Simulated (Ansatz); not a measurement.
## Electronic structure of C2H6Al (charge +1) in real space

```tsv
atom	x (Å)	y (Å)	z (Å)
C	-0.9199	1.3180	-1.0466
Al	-0.0011	0.0004	0.0016
C	0.9197	-1.3179	1.0470
H	-1.8731	0.9038	-1.4396
H	-0.2911	1.6348	-1.9061
H	-1.1508	2.2121	-0.4289
H	1.2236	-2.1743	0.4077
H	0.2619	-1.6978	1.8578
H	1.8309	-0.8792	1.5071
```

Level of theory: RKS PBE-D4/def2-SVP (Ansatz).

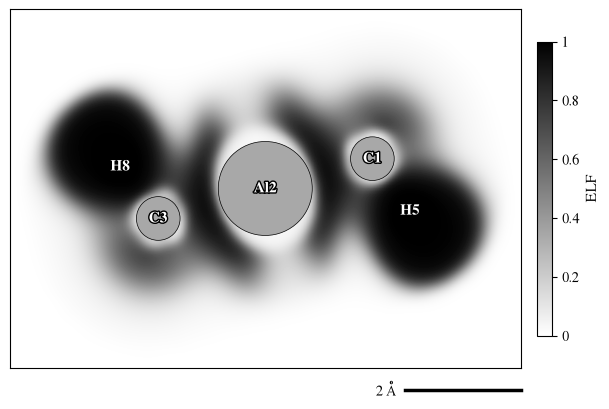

Figure 1. Electron localisation function on the plane of atoms Al2, C1 and H5. Grey discs cover the atomic cores.

What does the map show?

The plane passes through C, Al and H nuclei.
C–Al (1.92 Å): the ELF peaks at about 0.95 between the atoms; a polar covalent bond.
C–H (1.11 Å): the ELF climbs to about 1 towards the hydrogen, as it does in any bond to H; an ordinary covalent bond to hydrogen.

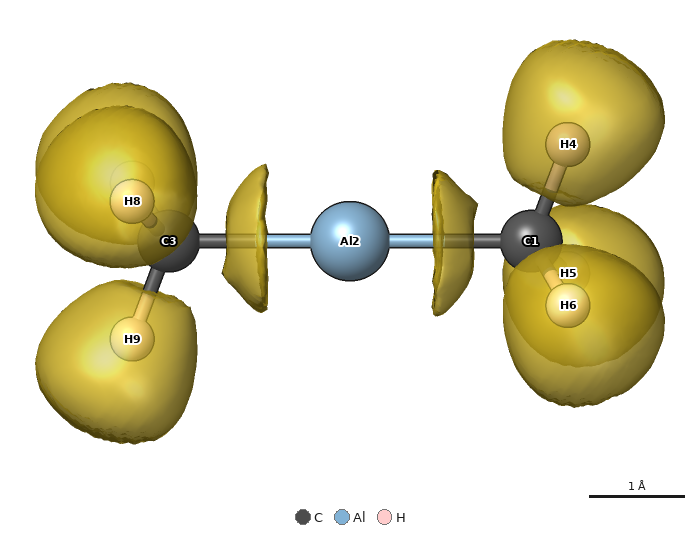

Figure 2. Isosurface of the electron localisation function at 0.85 (yellow), seen from one side. Core shells and regions of very low density are left out.

Where are the electrons localised?

The surface consists of two regions between bonded Al–C atoms (shared pairs) and six regions around hydrogen nuclei.

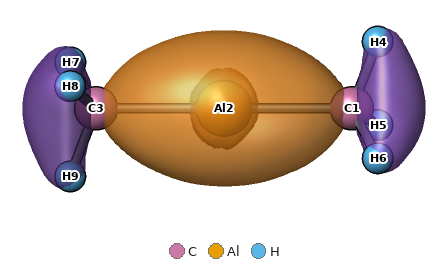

Figure 3. The HOMO−1 at ±0.15 Å⁻³ᐟ² (orange and purple are the two phases), seen from one side.

Where does this orbital lie, and at what energy?

By Hirshfeld shares it lies mainly on Al2 (about 40 %), C1 (about 20 %) and C3 (about 20 %). Its energy is −14.88 eV.
